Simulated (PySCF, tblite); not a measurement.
**C4H12B2: dynamics, then NMR shifts on frames**

Aim: move C4H12B2 (`BCBCCC`) away from its starting geometry and see how NMR shifts follow the geometry.

Programs: tblite 0.8.0 and PySCF 2.14.0, with density-fitted response routines of our own. Each step states its level of theory. These are calculated values for one molecule in the gas phase, unless marked as measured. Atoms count from 0, in the outputs and in this text.

## (1) The molecule as given

18 atoms, charge 0, multiplicity 1; geometry from: GFN2-xTB.

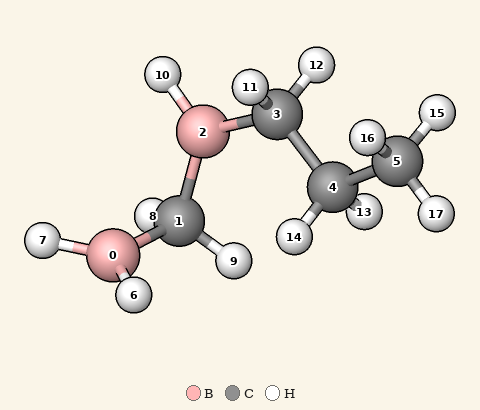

The starting geometry (boron pink, carbon grey, hydrogen white), atoms numbered.

## (2) A short Langevin run with GFN2-xTB

Job settings and geometry (Å):

```
{"job": {"kind": "md", "xc": "GFN2-xTB", "basis": "xTB", "temperature": 400, "steps": 2000, "every": 50, "frames": 5}, "charge": 0, "multiplicity": 1}
B     -2.484506    -0.284953     1.068032
C     -2.030151     0.302338    -0.309517
B     -0.836942     1.285471     0.001232
C      0.673553     0.837602    -0.002901
C      1.008746    -0.595111    -0.422097
C      2.497239    -0.893949    -0.278695
H     -2.029727    -1.287604     1.464862
H     -3.265254     0.286874     1.726295
H     -2.843084     0.866137    -0.765709
H     -1.709597    -0.487406    -0.986223
H     -1.073420     2.400870     0.281596
H      1.055347     0.995851     1.013221
H      1.256321     1.527035    -0.623982
H      0.714496    -0.746831    -1.463081
H      0.441160    -1.296036     0.191862
H      3.084624    -0.220394    -0.899904
H      2.815199    -0.768008     0.754484
H      2.717237    -1.915566    -0.581127
```

Method: GFN2-xTB Langevin dynamics, gas phase.

Command:

```
> OMP_NUM_THREADS=1 python probes_run.py task.json out
```

One launch serves the whole session: the jobs run in the order shown.

The log of the run:

```text
t/fs     T/K      E/eV
    0.0   339.3   -465.97947
   25.0   253.9   -465.56068
   50.0   223.2   -465.45106
   75.0   254.2   -465.41758
  100.0   162.2   -465.33594
  125.0   241.4   -465.33624
  150.0   274.0   -465.30441
  175.0   418.7   -465.28745
  200.0   307.9   -465.27428
  225.0   347.1   -465.22281
  250.0   339.8   -465.10621
  275.0   366.7   -465.03890
  300.0   474.5   -465.39875
  325.0   479.8   -465.15662
  350.0   409.5   -465.01253
  375.0   393.4   -465.05983
  400.0   483.9   -465.11391
  425.0   402.3   -464.89850
  450.0   445.1   -464.97198
  475.0   297.9   -464.92981
  500.0   299.9   -465.02056
  525.0   369.2   -465.10527
  550.0   348.5   -465.08873
  575.0   477.0   -465.24779
  600.0   429.2   -465.21605
  625.0   290.9   -465.03567
  650.0   442.6   -465.32751
  675.0   363.0   -465.13058
  700.0   368.0   -465.15473
  725.0   386.4   -465.37415
  750.0   353.5   -465.18257
  775.0   335.6   -465.19992
  800.0   381.4   -465.39335
  825.0   348.7   -465.25737
  850.0   431.4   -465.28188
  875.0   401.2   -465.29568
  900.0   378.4   -465.33975
  925.0   250.7   -465.27487
  950.0   273.0   -465.05000
  975.0   250.3   -465.16304
 1000.0   372.9   -465.26882
```

It took 16 s on 1 thread of Arm Neoverse N1, shared host; peak memory 0.18 GiB.

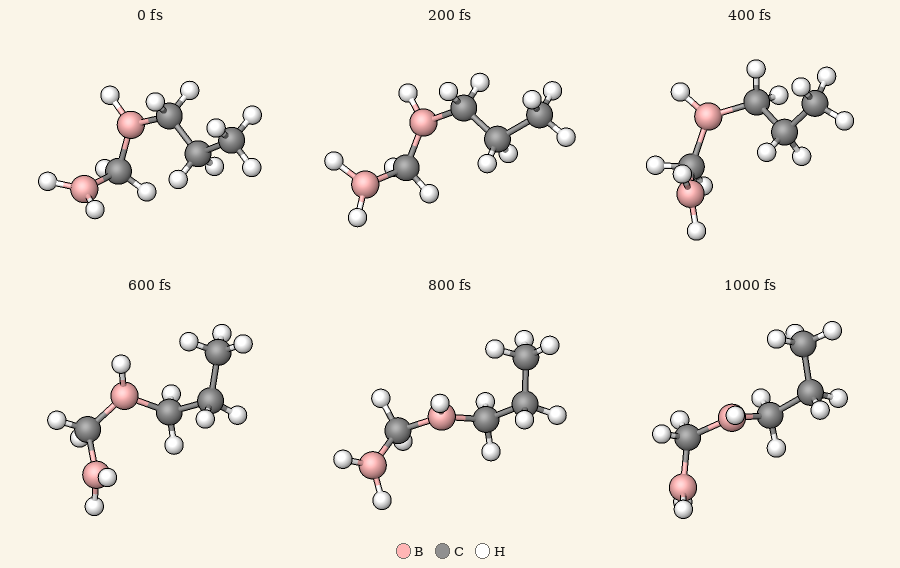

Frames of the run.

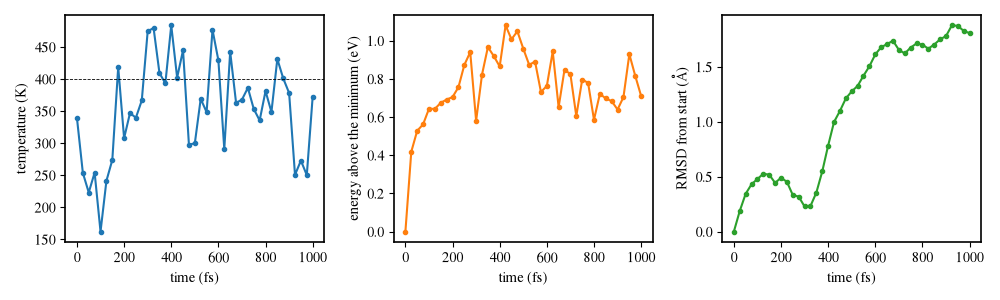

Temperature, potential energy and distance from the start.

Positions (Å) and forces (eV/Å) at 1000 fs:

```xyz
18

B    -1.952   -1.787    1.037    0.045   -0.409   -0.981
C    -1.112   -0.476    1.197    1.529   -0.995    1.186
B     0.503   -0.554    0.875   -1.281   -1.164    2.562
C     0.866   -0.447   -0.589    1.381    1.982   -0.654
C     2.387   -0.365   -0.891   -0.665   -0.581   -1.218
C     3.012    0.947   -0.397   -0.373   -2.175    0.476
H    -2.771   -1.754    0.142    0.326   -0.422    0.831
H    -1.690   -2.776    1.710   -0.361    0.924   -0.693
H    -1.235   -0.447    2.285    0.274    0.633    0.180
H    -1.521    0.402    0.763   -0.463    0.498   -0.504
H     1.282   -0.980    1.739   -0.771    0.582   -0.846
H     0.398    0.454   -1.035    0.030   -0.527   -0.123
H     0.426   -1.311   -1.018   -0.322   -0.747   -0.797
H     2.542   -0.495   -1.998   -0.125    0.553    0.653
H     2.830   -1.263   -0.505    0.513   -0.270    0.715
H     2.463    1.665   -0.909   -0.496    1.732   -0.640
H     2.874    1.040    0.678    0.094    0.050   -0.096
H     4.045    0.931   -0.659    0.665    0.335   -0.052
```

## (3) Nuclear shieldings: 250 fs, PBE0/pcSseg-1

Job settings and geometry (Å):

```
{"job": {"kind": "nmr", "xc": "PBE0", "basis": "pcSseg-1", "pop": false}, "charge": 0, "multiplicity": 1}
B     -2.399600    -0.641900     1.432600
C     -2.063300    -0.442700    -0.015100
B     -0.968200     0.722300     0.292000
C      0.590800     0.453200     0.243600
C      1.206700    -0.905100    -0.357000
C      2.701900    -0.780800    -0.599700
H     -2.134000    -1.557800     2.042000
H     -2.908900     0.265800     2.111900
H     -2.822700     0.079000    -0.546200
H     -1.660200    -1.326900    -0.466500
H     -1.193300     1.815200     0.396000
H      1.206700     0.656000     1.194900
H      0.792000     1.329500    -0.377300
H      0.794900    -0.993800    -1.331200
H      0.917200    -1.763100     0.286000
H      2.829200    -0.083300    -1.346700
H      3.239400    -0.503400     0.320200
H      3.054900    -1.728400    -1.024600
```

Level: GIAO PBE0/pcSseg-1 NMR shielding, non-relativistic, gas phase.

The log of the run:

```text
coarse grid: 13960 points
cycle   1  E = -208.8947151845  dE =  2.760e-01  |g| = 4.572e-01  |ddm| = 3.458e+00
cycle   2  E = -208.8891582674  dE =  5.557e-03  |g| = 4.903e-01  |ddm| = 8.017e-01
cycle   3  E = -208.9526778781  dE = -6.352e-02  |g| = 3.291e-02  |ddm| = 4.378e-01
cycle   4  E = -208.9529272868  dE = -2.494e-04  |g| = 1.418e-02  |ddm| = 4.837e-02
cycle   5  E = -208.9529790483  dE = -5.176e-05  |g| = 3.601e-03  |ddm| = 1.524e-02
cycle   6  E = -208.9529820746  dE = -3.026e-06  |g| = 7.443e-04  |ddm| = 3.032e-03
final grid: 131712 points
cycle   7  E = -208.9863344896  dE = -4.111e-05  |g| = 8.156e-03  |ddm| = 2.585e-02
cycle   8  E = -208.9863304691  dE =  4.021e-06  |g| = 9.138e-03  |ddm| = 1.441e-02
cycle   9  E = -208.9863521557  dE = -2.169e-05  |g| = 4.394e-04  |ddm| = 7.548e-03
cycle  10  E = -208.9863522062  dE = -5.053e-08  |g| = 1.327e-04  |ddm| = 5.655e-04
cycle  11  E = -208.9863522107  dE = -4.524e-09  |g| = 3.066e-05  |ddm| = 1.235e-04
cycle  12  E = -208.9863522110  dE = -2.098e-10  |g| = 9.402e-06  |ddm| = 2.838e-05
converged SCF energy = -208.9863522110

GIAO shielding tensors (ppm)
atom      isotropic    diamagn.    paramagn.     s11        s22        s33       span
  0 B       17.404     191.589    -174.185    -68.410    -20.132    140.754    209.164
  1 C      119.250     256.152    -136.902     10.720    149.489    197.540    186.821
  2 B        8.072     195.573    -187.501    -80.147    -13.410    117.774    197.921
  3 C      132.221     254.366    -122.145     96.850    129.681    170.130     73.280
  4 C      161.162     249.128     -87.966    145.750    167.771    169.965     24.215
  5 C      169.738     246.774     -77.036    154.264    167.657    187.293     33.028
  6 H       23.935      30.520      -6.585     15.119     26.987     29.698     14.579
  7 H       23.673      27.752      -4.079     17.571     25.857     27.592     10.021
  8 H       27.521      30.253      -2.732     24.843     26.701     31.020      6.177
  9 H       26.769      34.149      -7.380     24.014     27.051     29.243      5.230
 10 H       23.251      33.114      -9.862     14.293     26.526     28.934     14.640
 11 H       28.796      31.755      -2.959     25.288     27.999     33.102      7.814
 12 H       30.013      34.179      -4.166     26.064     29.019     34.955      8.890
 13 H       30.623      34.871      -4.247     26.205     30.753     34.912      8.707
 14 H       29.429      32.594      -3.165     24.516     28.715     35.057     10.541
 15 H       32.125      31.648       0.476     28.079     30.445     37.851      9.772
 16 H       30.456      28.796       1.660     26.663     28.433     36.270      9.607
 17 H       30.165      27.759       2.406     25.347     27.877     37.271     11.924
```

It took 40 s on 1 thread of Arm Neoverse N1, shared host; peak memory 0.74 GiB.

The references, computed at this level on geometries of the same kind, shield at (ppm): 1H TMS 31.72, 13C TMS 186.9, 11B BF3·OEt2 100.1. Their shielding less the atom's gives the shift. The references are single molecules in the gas phase. Each atom is listed at this fixed geometry, with no averaging over motion; a spectrum would average atoms that exchange fast.

```tsv
atoms	environment	σ (ppm)	δ (ppm)
C1	sp3 CH2 bonded to 2 B	119.2	67.7
C3	sp3 CH2 bonded to B	132.2	54.7
C4	sp3 CH2	161.2	25.8
C5	methyl carbon	169.7	17.2
H10	hydrogen on a boron bonded to 2 C	23.25	8.47
H7	hydrogen on a boron bonded to C	23.67	8.04
H6	hydrogen on a boron bonded to C	23.93	7.78
H9	hydrogen on an sp3 CH2 bonded to 2 B	26.77	4.95
H8	hydrogen on an sp3 CH2 bonded to 2 B	27.52	4.20
H11	hydrogen on an sp3 CH2 bonded to B	28.80	2.92
H14	hydrogen on an sp3 CH2	29.43	2.29
H12	hydrogen on an sp3 CH2 bonded to B	30.01	1.70
H17	hydrogen on a methyl carbon	30.16	1.55
H16	hydrogen on a methyl carbon	30.46	1.26
H13	hydrogen on an sp3 CH2	30.62	1.09
H15	hydrogen on a methyl carbon	32.12	-0.41
B2	boron bonded to 2 C, H	8.1	92.0
B0	boron bonded to C, 2 H	17.4	82.7
```

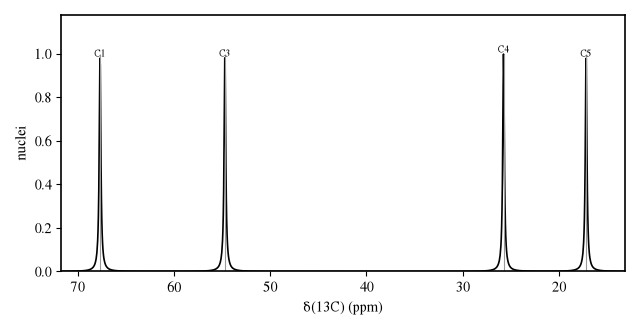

13C lines at the computed shifts, without couplings. Lines are broadened to a width of 0.20 ppm (Lorentzian).

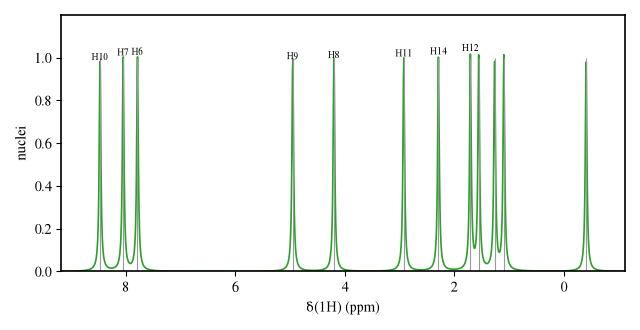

1H lines at the computed shifts, without couplings. Lines are broadened to a width of 0.04 ppm (Lorentzian).

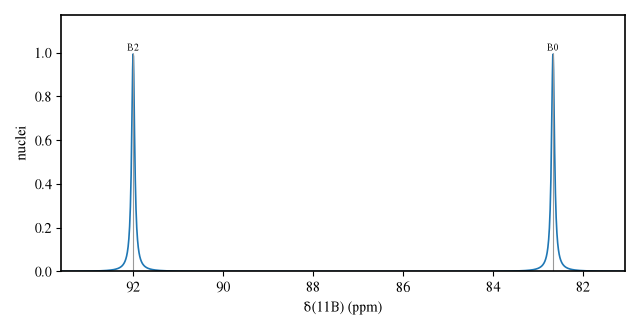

11B lines at the computed shifts, without couplings. Lines are broadened to a width of 0.08 ppm (Lorentzian).

The fields below are evaluated on a grid from the run's orbitals.

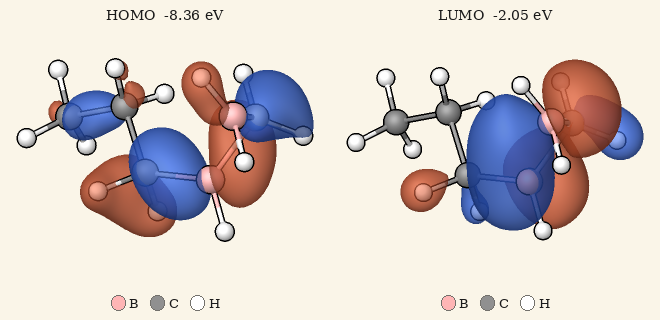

Frontier orbitals at PBE0/pcSseg-1; each surface holds 70 % of the orbital's density, blue and red mark the sign.

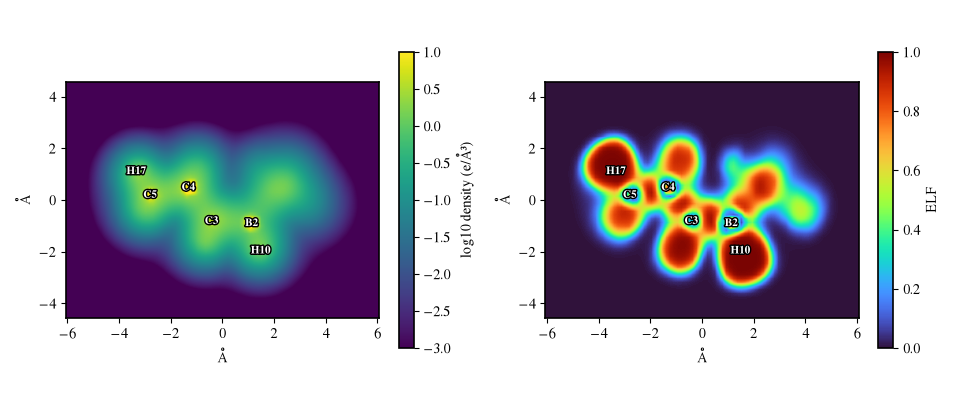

Density (left) and ELF (right) in a plane through or near 6 of the atoms.

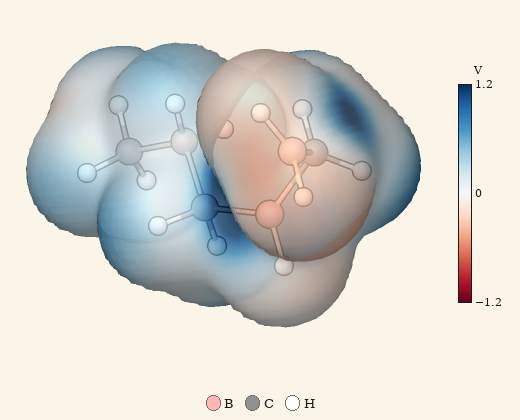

The potential that a unit positive charge feels on the 0.002 e/bohr³ surface, from the 1st to the 99th percentile, from -0.40 to 1.20 V.

## (4) Shielding tensors: 425 fs, PBE0/pcSseg-1

Job settings and geometry (Å):

```
{"job": {"kind": "nmr", "xc": "PBE0", "basis": "pcSseg-1", "pop": false}, "charge": 0, "multiplicity": 1}
B     -0.828600    -1.897300     1.266700
C     -1.457200    -0.645400     0.559500
B     -0.308300     0.470500     0.687100
C      0.779900     0.446400    -0.398700
C      1.702400    -0.849100    -0.236500
C      3.184700    -0.500200    -0.327700
H     -1.278500    -2.982100     1.001400
H      0.199700    -1.699100     2.010600
H     -2.447200    -0.365400     1.014800
H     -1.680600    -0.938900    -0.449200
H     -0.372200     1.276300     1.481600
H      1.487200     1.347200    -0.415600
H      0.421900     0.533200    -1.470300
H      1.367400    -1.662200    -0.955100
H      1.609700    -1.236800     0.766000
H      3.680600    -0.127700    -1.226900
H      3.481700     0.108500     0.493400
H      3.649600    -1.445800    -0.191400
```

Level: GIAO PBE0/pcSseg-1 NMR shielding, non-relativistic, gas phase.

The log of the run:

```text
coarse grid: 13960 points
cycle   1  E = -208.8868517233  dE =  1.829e-01  |g| = 4.630e-01  |ddm| = 3.447e+00
cycle   2  E = -208.8756435324  dE =  1.121e-02  |g| = 5.136e-01  |ddm| = 8.596e-01
cycle   3  E = -208.9463380671  dE = -7.069e-02  |g| = 3.185e-02  |ddm| = 4.832e-01
cycle   4  E = -208.9465463254  dE = -2.083e-04  |g| = 1.594e-02  |ddm| = 4.593e-02
cycle   5  E = -208.9466058749  dE = -5.955e-05  |g| = 4.190e-03  |ddm| = 1.544e-02
cycle   6  E = -208.9466101248  dE = -4.250e-06  |g| = 5.997e-04  |ddm| = 3.547e-03
final grid: 131712 points
cycle   7  E = -208.9788205962  dE = -3.779e-05  |g| = 7.695e-03  |ddm| = 2.770e-02
cycle   8  E = -208.9788151190  dE =  5.477e-06  |g| = 9.027e-03  |ddm| = 1.435e-02
cycle   9  E = -208.9788363732  dE = -2.125e-05  |g| = 4.001e-04  |ddm| = 7.662e-03
cycle  10  E = -208.9788364092  dE = -3.608e-08  |g| = 1.572e-04  |ddm| = 4.874e-04
cycle  11  E = -208.9788364151  dE = -5.820e-09  |g| = 3.772e-05  |ddm| = 1.385e-04
cycle  12  E = -208.9788364154  dE = -3.488e-10  |g| = 7.184e-06  |ddm| = 3.504e-05
converged SCF energy = -208.9788364154

GIAO shielding tensors (ppm)
atom      isotropic    diamagn.    paramagn.     s11        s22        s33       span
  0 B       16.341     194.432    -178.091    -78.475    -15.475    142.972    221.447
  1 C      143.324     257.491    -114.167    107.081    144.383    178.510     71.429
  2 B       22.488     191.612    -169.124    -46.980    -13.704    128.148    175.128
  3 C      151.323     250.826     -99.502    125.857    144.230    183.883     58.025
  4 C      166.726     249.244     -82.519    150.733    172.295    177.149     26.417
  5 C      172.728     239.115     -66.387    161.084    164.017    193.083     31.999
  6 H       22.974      28.885      -5.911     15.409     26.023     27.491     12.082
  7 H       23.175      28.555      -5.380     14.742     24.790     29.994     15.252
  8 H       28.919      29.269      -0.351     24.285     27.889     34.582     10.296
  9 H       29.786      33.899      -4.113     26.423     30.863     32.072      5.649
 10 H       23.910      31.762      -7.852     17.964     26.002     27.766      9.802
 11 H       29.205      32.194      -2.989     25.631     28.605     33.380      7.749
 12 H       29.130      32.089      -2.959     25.217     28.020     34.152      8.935
 13 H       29.544      31.015      -1.471     25.031     28.713     34.888      9.857
 14 H       30.326      33.924      -3.598     23.941     30.632     36.407     12.466
 15 H       30.606      27.231       3.374     27.021     27.747     37.048     10.027
 16 H       31.493      28.678       2.815     26.940     29.779     37.759     10.819
 17 H       31.306      26.707       4.599     25.674     29.219     39.025     13.351
```

Wall time 30 s (1 thread of Arm Neoverse N1, shared host); peak memory 0.8 GiB.

This run: δ C1 43.6, C3 35.6, C4 20.2, C5 14.2, H6 8.74, H7 8.54 ppm.

## (5) NMR shieldings: 625 fs, PBE0/pcSseg-1

Job settings and geometry (Å):

```
{"job": {"kind": "nmr", "xc": "PBE0", "basis": "pcSseg-1", "pop": false}, "charge": 0, "multiplicity": 1}
B     -1.613300    -1.813700     1.470200
C     -1.406300    -0.252100     1.245800
B      0.048900     0.102100     0.811000
C      0.519000    -0.641900    -0.576300
C      1.983900    -0.831100    -0.717400
C      2.868900     0.359100    -0.405200
H     -2.147700    -2.501100     0.611500
H     -1.048400    -2.163100     2.396900
H     -1.726700     0.260700     2.163700
H     -2.126800     0.137700     0.519200
H      0.617100     0.917800     1.554500
H      0.179300    -0.183200    -1.513300
H      0.179700    -1.740500    -0.650200
H      2.278400    -1.121600    -1.724400
H      2.185300    -1.742400    -0.058200
H      2.718600     1.158800    -1.216400
H      2.724400     0.845300     0.572900
H      3.942100     0.112000    -0.457800
```

With the program's defaults for keys left out, this is: GIAO PBE0/pcSseg-1 NMR shielding, non-relativistic, gas phase.

The log of the run:

```text
coarse grid: 13960 points
cycle   1  E = -208.8876449401  dE =  1.707e-01  |g| = 4.707e-01  |ddm| = 3.445e+00
cycle   2  E = -208.8712936061  dE =  1.635e-02  |g| = 5.391e-01  |ddm| = 8.679e-01
cycle   3  E = -208.9488782662  dE = -7.758e-02  |g| = 2.744e-02  |ddm| = 4.824e-01
cycle   4  E = -208.9490294062  dE = -1.511e-04  |g| = 1.515e-02  |ddm| = 4.195e-02
cycle   5  E = -208.9490907341  dE = -6.133e-05  |g| = 3.360e-03  |ddm| = 1.695e-02
cycle   6  E = -208.9490936235  dE = -2.889e-06  |g| = 7.768e-04  |ddm| = 3.583e-03
final grid: 131712 points
cycle   7  E = -208.9815283508  dE = -3.817e-05  |g| = 7.749e-03  |ddm| = 2.556e-02
cycle   8  E = -208.9815224384  dE =  5.912e-06  |g| = 9.204e-03  |ddm| = 1.476e-02
cycle   9  E = -208.9815447596  dE = -2.232e-05  |g| = 3.296e-04  |ddm| = 7.740e-03
cycle  10  E = -208.9815447881  dE = -2.850e-08  |g| = 1.277e-04  |ddm| = 4.539e-04
cycle  11  E = -208.9815447926  dE = -4.453e-09  |g| = 3.817e-05  |ddm| = 1.507e-04
cycle  12  E = -208.9815447929  dE = -3.579e-10  |g| = 9.447e-06  |ddm| = 3.695e-05
converged SCF energy = -208.9815447929

GIAO shielding tensors (ppm)
atom      isotropic    diamagn.    paramagn.     s11        s22        s33       span
  0 B       10.513     195.219    -184.706    -76.812    -28.945    137.298    214.110
  1 C      133.121     255.682    -122.561     56.202    161.547    181.615    125.413
  2 B       12.167     189.893    -177.726    -60.147    -26.480    123.128    183.275
  3 C      144.125     251.322    -107.197    122.533    147.358    162.485     39.952
  4 C      160.650     245.511     -84.861    147.467    163.944    170.540     23.074
  5 C      165.592     244.145     -78.554    154.530    161.551    180.694     26.164
  6 H       22.713      29.179      -6.466     14.330     25.650     28.158     13.828
  7 H       23.586      30.402      -6.816     13.058     28.127     29.573     16.516
  8 H       28.788      30.940      -2.152     26.034     28.382     31.949      5.915
  9 H       29.040      32.784      -3.744     26.028     28.682     32.411      6.382
 10 H       22.284      29.784      -7.501     15.823     23.689     27.339     11.516
 11 H       29.436      32.835      -3.398     24.917     29.664     33.728      8.811
 12 H       28.469      32.719      -4.251     22.956     28.257     34.193     11.236
 13 H       29.911      29.916      -0.006     24.543     29.954     35.235     10.691
 14 H       29.105      29.072       0.033     23.066     29.741     34.509     11.443
 15 H       29.522      27.963       1.559     25.655     27.564     35.348      9.693
 16 H       29.383      29.120       0.263     24.956     27.880     35.313     10.357
 17 H       30.100      26.144       3.957     26.092     27.621     36.588     10.496
```

Wall time 30 s (1 thread of Arm Neoverse N1, shared host); peak memory 0.8 GiB.

In short: δ C1 53.8, C3 42.8, C4 26.3, C5 21.3, H10 9.43, H6 9.00 ppm.

(Part 1 of 2 ends here.)
